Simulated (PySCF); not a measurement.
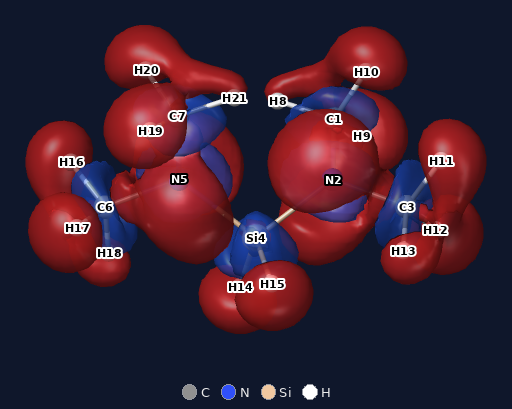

Figure. C4H14N2Si, SMILES `CN(C)[SiH2]N(C)C`. Fukui function f⁻ = ρ(N) − ρ(N−1) at fixed geometry, surfaces at ±0.01 e/Å³ (red positive, blue negative).

Level of theory: CAM-B3LYP/6-31+G* (PySCF), at a geometry from GFN2-xTB. No frequency check shows the geometry to be a minimum.

Input

```python
import numpy as np
from pyscf import gto, scf, dft
from pyscf.scf import atom_ks, atom_hf
from scipy.linalg import block_diag

def solve(mol, dm0=None, hcore=None):
    mf = (dft.UKS if mol.spin else dft.RKS)(mol, xc='camb3lyp')
    mf.grids.level = 3
    mf = mf.density_fit(auxbasis='def2-universal-jkfit')
    mf.conv_tol, mf.max_cycle = 1e-8, 80
    if hcore is not None:
        mf.get_hcore = lambda *args: hcore
    mf.kernel(dm0)
    if not mf.converged:
        mf = mf.newton().run(mf.mo_coeff, mf.mo_occ, max_cycle=30)
    assert mf.converged, 'SCF not converged'
    return mf

mol = gto.M(atom='''
C     -1.49918     1.19709     0.88215
N     -1.37109     0.09387    -0.03775
C     -2.65043    -0.39343    -0.47702
Si     0.00031    -0.94384     0.00063
N      1.37093     0.09389     0.03713
C      2.65030    -0.39411     0.47553
C      1.49895     1.19874    -0.88082
H     -0.51299     1.52366     1.19811
H     -2.07802     0.91657     1.77139
H     -2.01339     2.03199     0.39442
H     -3.21657     0.41604    -0.94807
H     -3.24741    -0.78299     0.35798
H     -2.51169    -1.19187    -1.20007
H      0.15632    -1.79140     1.19160
H     -0.15636    -1.78930    -1.19557
H      3.21639     0.41456     0.94802
H      3.24731    -0.78215    -0.36016
H      2.51162    -1.19383     1.19716
H      2.07781     0.91983    -1.77055
H      2.01311     2.03282    -0.39161
H      0.51274     1.52581    -1.19620
''', basis='6-31+g*', charge=0, spin=0, verbose=4)
mf = solve(mol)
out = dict(e0=mf.e_tot, dm0=mf.make_rdm1(), c=mf.mo_coeff, occ=mf.mo_occ, eps=mf.mo_energy)
for name, dq, spin in [('cation', 1, 1), ('anion', -1, 1)]:
    ion = mol.copy().set(charge=mol.charge + dq, spin=spin).build()
    mi = solve(ion)
    if spin and dq > 0 and mol.nao < 130:
        c, _, stable, _ = mi.stability(return_status=True)
        if not stable:
            mi = solve(ion, mi.make_rdm1(c, mi.mo_occ))
    print(name, 'vertical energy change / eV', (mi.e_tot - mf.e_tot) * 27.211386)
    out.update({'e_' + name: mi.e_tot, 'dm_' + name: mi.make_rdm1(), 's2_' + name: mi.spin_square()[0], 'eps_' + name: mi.mo_energy, 'occ_' + name: mi.mo_occ})
# spherically averaged free atoms, for the promolecule
atm = atom_ks.get_atm_nrks(mol, xc='camb3lyp')
pro = block_diag(*[(atm[a[0]][2] * atm[a[0]][3]) @ atm[a[0]][2].T for a in mol._atom])
np.savez('result.npz', pro=pro, **out)
```

Run with:

```sh
OMP_NUM_THREADS=1 python input.py
```

The run took 100 s on 1 thread of Intel(R) Xeon(R) 6975P-C (Granite Rapids) (shared host), peak memory 1 GiB.

Partitions, critical points and surface values were worked out afterwards from this run's density.

> Which atoms respond most to the removal of an electron?

f⁻ (Hirshfeld-condensed) is largest on N2 and N5 (0.13 each) and Si4 (0.07); the vertical ionisation energy is 8.17 eV (the stability of the cation's solution wasn't checked). Condensed values hint at sites of electrophilic attack but needn't mark the atom that reacts. Orbital relaxation makes it negative in places (0.28 e in all).
